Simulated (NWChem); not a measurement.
# HCl (hydrogen chloride) at PBE/def2-TZVPD

Aim: the vertical ionisation energy of HCl (hydrogen chloride) at PBE/def2-TZVPD, from 2 runs. 

The calculation is run with NWChem 7.3.0.

2 further runs of the same task are left out: 2 set aside as unsound or not needed.

## (1) The structure to begin with

The species is HCl (2 atoms), meant as a singlet with charge 0. SMILES: `Cl`. The coordinates come from a PBE0-D4/def2-TZVP relaxation.

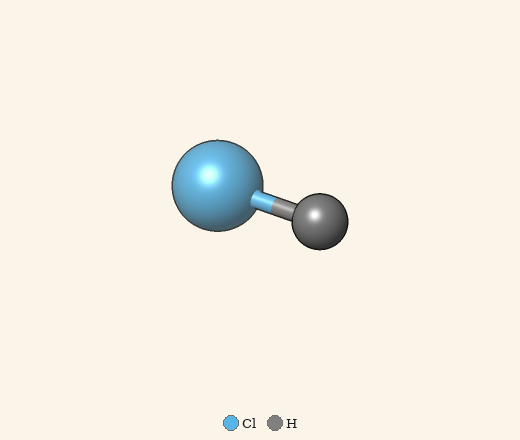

The structure, seen from a chosen angle (chlorine blue, hydrogen grey).

## (2) A single-point energy at PBE/def2-TZVPD

Input file test.nw:

```
start test
title "ClH energy"
memory total 2200 mb
charge 0
geometry units angstrom noautosym nocenter noautoz
  Cl     0.546000    -0.178500     0.280800
  H     -0.546000     0.178500    -0.280800
end
basis spherical bse
  Cl library def2-TZVPD
  H library def2-TZVPD
end
dft
  xc xpbe96 cpbe96
  grid fine
  convergence energy 1e-08
  maxiter 100
  mulliken
  print low
end
task dft energy
```

The run is started by

```sh
$ nwchem test.nw > test.out
```

Standard output, shortened:

```text
[...]
 d= 0,ls=0.0,diis     1   -460.6049680803 -4.68D+02  7.66D-03  6.89D-01     0.8
[...]
 d= 0,ls=0.0,diis     8   -460.6282944532  1.59D-09  1.82D-06  3.36D-08     3.5
         Total DFT energy =     -460.628294453244
      One electron energy =     -649.918732861200
           Coulomb energy =      210.657645846200
    Exchange-Corr. energy =      -28.401984897565
 Nuclear repulsion energy =        7.034777459321
[...]
      Total Density - Mulliken Population Analysis
     ---------------------------------------------
    Atom       Charge   Shell Charges
 -----------   ------   -------------------------------------------------------
    1 Cl  17    17.25   2.01  0.43  1.52  1.15  0.83  0.04  4.19  1.66  1.14  2.81  1.39  0.04  0.01  0.02  0.00  0.00
    2 H    1     0.75   0.24  0.42  0.02  0.03  0.05
[...]
```

It took 4.2 s on 1 thread of Intel Xeon Platinum 8488C (Sapphire Rapids), shared host; peak memory 0.11 GiB.

## (3) The doublet cation, same level

Input file test.nw:

```
start test
title "ClH"
memory 2200 mb
charge 1

geometry units atomic noautosym nocenter noautoz
  Cl  1.03179046 -0.33731611  0.53063510
  H  -1.03179046  0.33731611 -0.53063510
end

basis spherical bse
  * library def2-TZVPD
end

dft
  xc xpbe96 cpbe96
  mult 2
  grid fine
  convergence energy 1e-08
  iterations 100
  mulliken
  print low
end

task dft energy
```

The run is started by

```sh
$ nwchem test.nw > test.out
```

Standard output:

```text
[...]
 d= 0,ls=0.0,diis     1   -459.9647667494 -4.67D+02  1.51D-02  1.92D+00     0.9
[...]
 d= 0,ls=0.5,diis    12   -460.1606419268 -3.83D-09  3.78D-07  1.12D-09     7.9
[...]
         Total DFT energy =     -460.160641927785
      One electron energy =     -642.389879812744
           Coulomb energy =      203.274838206347
    Exchange-Corr. energy =      -28.080377288897
 Nuclear repulsion energy =        7.034776967509
[...]
      Total Density - Mulliken Population Analysis
     ---------------------------------------------
    Atom       Charge   Shell Charges
 -----------   ------   -------------------------------------------------------
    1 Cl  17    16.44   2.01  0.43  1.52  1.25  0.78  0.02  4.18  1.67  1.10  2.60  0.84 -0.00  0.01  0.02  0.00  0.00
    2 H    1     0.56   0.22  0.37 -0.05  0.03 -0.01
[...]
      <S2> =      0.7535 (Exact =     0.7500)
[...]
```

Wall time 9.3 s (1 thread of Intel Xeon Platinum 8488C (Sapphire Rapids), shared host); peak memory 0.11 GiB.

## (4) Summary of results

Level: PBE/def2-TZVPD.

| quantity | value |
| --- | --- |
| singlet HCl: total energy | -460.62829 Eh |
| doublet cation: total energy | -460.16064 Eh |
| doublet cation: ⟨S²⟩ | 0.753 |
| vertical ionisation energy (to the doublet cation) | 12.725 eV |

What this shows: Removing an electron at fixed nuclei costs 12.73 eV (293 kcal/mol).
